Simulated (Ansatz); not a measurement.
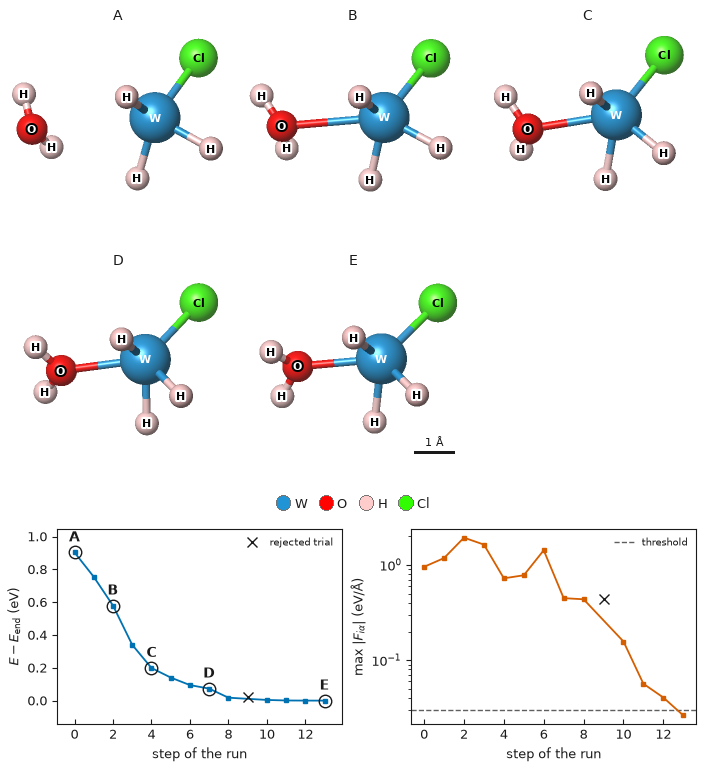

Frames of a relaxation of WH₅OCl, marked on the history of the run. A ball-and-stick model, seen at a tilt.

The run prepares an end point of a later path (reaction) calculation, from a guessed geometry.

Computed with RKS PBE/def2-SVP in Ansatz.

The input:
```yaml
crystal:
  periodic: [false, false, false]
  atoms:
    - { symbol: W, position_ang: [-0.278776, -0.312704, -0.479717] }
    - { symbol: O, position_ang: [0.581057, 0.491729, 2.409821] }
    - { symbol: H, position_ang: [0.661142, -0.394968, 2.812674] }
    - { symbol: H, position_ang: [1.360938, 0.520505, 1.793569] }
    - { symbol: H, position_ang: [0.893999, 0.933144, -0.471104] }
    - { symbol: H, position_ang: [-1.730077, -0.093688, 0.39681] }
    - { symbol: Cl, position_ang: [0.215174, -2.359829, -1.209457] }
    - { symbol: H, position_ang: [-0.674657, 0.264411, -2.015397] }
basis:
  gaussian: { orbitals: def2-SVP }
hamiltonian:
  xc: pbe
relax:
  f_tol: 0.03
  max_steps: 50
```

Command:
```bash
ansatz run input.yaml --threads 1 --pin off --max-ram 2048MiB --backend cpu --events-out ev --progress --plain --runs-dir out
```

Q: Describe the path.

A: H3 moves most after the best rigid fit: 0.89 Å. By element the largest moves are H 0.89 Å, O 0.83 Å, W 0.36 Å, Cl 0.14 Å. Among the contacts that change: W1–O2 3.120 → 2.133 Å, W1–H3 3.425 → 2.786 Å, W1–H4 2.924 → 2.785 Å, W1–Cl7 2.229 → 2.253 Å. New bonds form, among them: W1–O2 (3.12 → 2.13 Å). Bond angles that change, for instance: H6–W1–H8 102.9° → 79.0°, Cl7–W1–H8 93.9° → 107.9°, H3–O2–H4 102.6° → 109.4°. The energy falls by 0.903 eV in 12 accepted moves (13 points after the start). The largest force component goes from 0.95 to 0.026 eV/Å. The line search rejected the trial step at point 9 of the run. The run took 53 s on 1 thread of Arm Neoverse V1, with other jobs on the host, peak memory 0.13 GiB. From step 0 to 2: O2 moves most (0.39 Å), energy −0.324 eV. From step 2 to 4: H atoms move most (0.34 Å), energy −0.380 eV. From step 4 to 7: H3 moves most (0.41 Å), energy −0.126 eV. From step 7 to 13: H5 moves most (0.24 Å), energy −0.073 eV.

```json
{"step": "0", "E − E(0), eV": "0.0000", "largest force component, eV/Å": "0.9530", "note": ""}
{"step": "1", "E − E(0), eV": "-0.1487", "largest force component, eV/Å": "1.1766", "note": ""}
{"step": "2", "E − E(0), eV": "-0.3238", "largest force component, eV/Å": "1.9275", "note": ""}
{"step": "3", "E − E(0), eV": "-0.5630", "largest force component, eV/Å": "1.6290", "note": ""}
{"step": "4", "E − E(0), eV": "-0.7040", "largest force component, eV/Å": "0.7222", "note": ""}
{"step": "5", "E − E(0), eV": "-0.7623", "largest force component, eV/Å": "0.7772", "note": ""}
{"step": "6", "E − E(0), eV": "-0.8082", "largest force component, eV/Å": "1.4212", "note": ""}
{"step": "7", "E − E(0), eV": "-0.8297", "largest force component, eV/Å": "0.4475", "note": ""}
{"step": "8", "E − E(0), eV": "-0.8850", "largest force component, eV/Å": "0.4353", "note": ""}
{"step": "9", "E − E(0), eV": "-0.8835", "largest force component, eV/Å": "0.4358", "note": "rejected"}
{"step": "10", "E − E(0), eV": "-0.8987", "largest force component, eV/Å": "0.1571", "note": ""}
{"step": "11", "E − E(0), eV": "-0.9020", "largest force component, eV/Å": "0.0566", "note": ""}
{"step": "12", "E − E(0), eV": "-0.9027", "largest force component, eV/Å": "0.0406", "note": ""}
{"step": "13", "E − E(0), eV": "-0.9029", "largest force component, eV/Å": "0.0264", "note": ""}
```

Limits of the set-up: the start holds two separate molecules, 2.3 Å apart at their closest, whose relative position is a soft coordinate and is computed without a dispersion correction.
